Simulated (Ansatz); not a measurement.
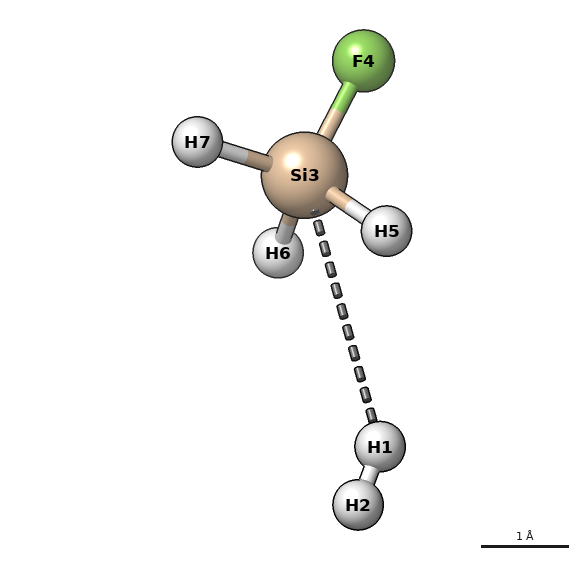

Two molecules or ions; the broken line marks their closest contact (measured against van der Waals radii). The geometry was computed by an optimisation with PBE0-D4/def2-TZVP. No frequency run is at hand to confirm it as a minimum. Program: Ansatz 0.2.0.

Which two species are they?

H2 and FH3Si (`F[SiH3].[H][H]`).

How long is the contact?

H1···Si3 is 3.77 Å.

Give the counterpoise-corrected interaction energy (kcal/mol, monomers kept as in the pair) with RHF-CCSD(T) (frozen core)/def2-TZVPPD; SPW92 (LDA)/def2-SVP; B3LYP-D4/6-31G.

```json
{"level": "RHF-CCSD(T) (frozen core)/def2-TZVPPD", "interaction energy (kcal/mol)": "−0.1"}
{"level": "SPW92 (LDA)/def2-SVP", "interaction energy (kcal/mol)": "−0.5"}
{"level": "B3LYP-D4/6-31G", "interaction energy (kcal/mol)": "−0.2"}
```
